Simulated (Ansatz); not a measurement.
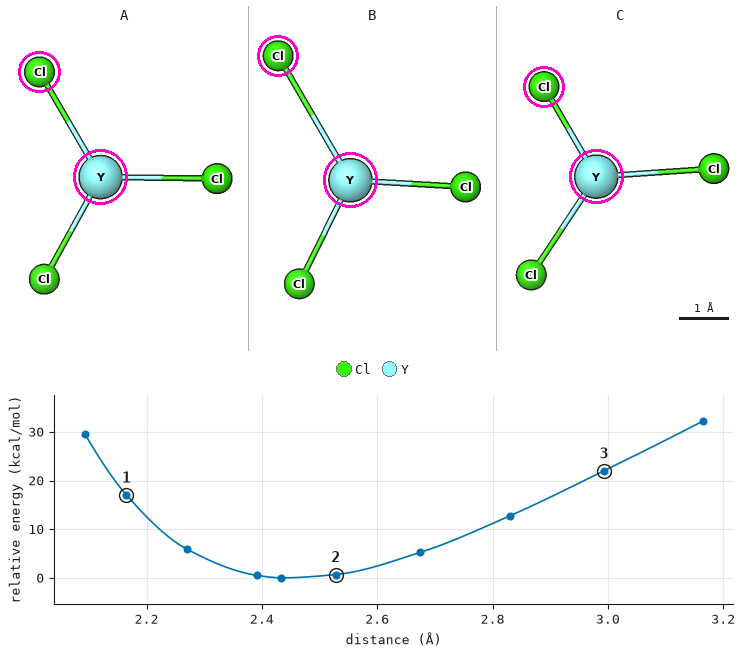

YCl$_{3}$: one Y–Cl bond length is varied, with all other coordinates relaxed. The frames are shuffled; the numbered points of the plot belong to them. The picture is a ball-and-stick view, seen face on. The ringed atoms are those of the scanned coordinate.

Computed with Ansatz: CCSD(T), basis def2-TZVPP, on geometries relaxed under the constraint at PBE0-D4/def2-TZVP. Coupled cluster with a frozen core. Elements past krypton carry the basis set's effective core potentials. Energies are counted from the PBE0-D4/def2-TZVP minimum geometry at the same level.

Q: Match the frames to the points.

A: Point 1 is frame C (the distance 2.165 Å, 17.0 kcal/mol); 2 is frame A (the distance 2.528 Å, 0.7 kcal/mol); 3 is frame B (the distance 2.993 Å, 22.0 kcal/mol). Of the computed points the lowest is at the distance 2.434 Å, 0.0 kcal/mol. At the ends of the scan the energy is 29.5 kcal/mol (2.093 Å) and 32.2 kcal/mol (3.164 Å). The curvature at the lowest point is about 14 eV/Å² (2.2 mdyn/Å). The well is steeper on the short side, as for any bond.
